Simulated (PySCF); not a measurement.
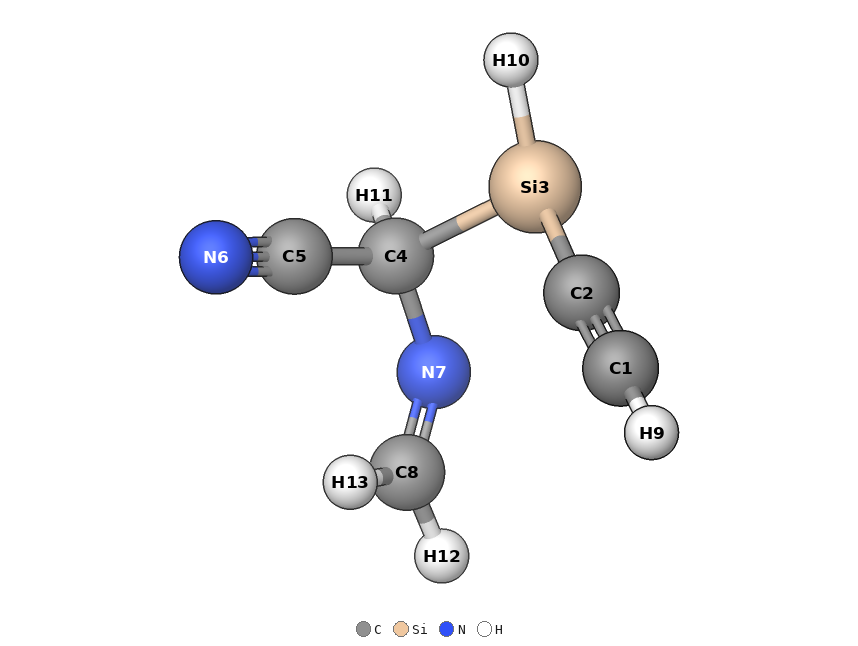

State: neutral, doublet. The computed structure is the end point of a GFN2-xTB optimisation. No frequency run is at hand to confirm it as a minimum. Computed with UKS B3LYP, pcH-1 on C H N Si, non-relativistic (PySCF 2.14.0). Fermi-contact and spin-dipolar terms alone, no spin-orbit part.

Question. Which nucleus has the largest dipolar (anisotropic) hyperfine coupling?

Answer. 29Si at Si3: principal values −167.1, 83.0, 84.1 MHz.

List the isotropic and dipolar parts for the most strongly coupled nuclei, one of each equivalent set.

```csv
atom,isotope,a_iso (MHz),dipolar part (MHz)
Si3,29Si,−532.2,"−167.1, 83.0, 84.1"
C1,13C,16.3,"−14.2, −12.0, 26.3"
C2,13C,16.0,"−9.7, −0.8, 10.5"
H10,1H,54.7,"−9.0, 0.9, 8.1"
H9,1H,−13.2,"−7.0, −1.0, 8.0"
C4,13C,14.2,"−3.3, −2.9, 6.2"
H11,1H,0.9,"−3.8, −2.4, 6.1"
N6,14N,1.4,"−2.5, −2.3, 4.8"
```

The geometry is semi-empirical. Around Si such bond lengths and angles can be off by a tenth of an ångström or more and by several degrees, and values that hang on the shape move with them.
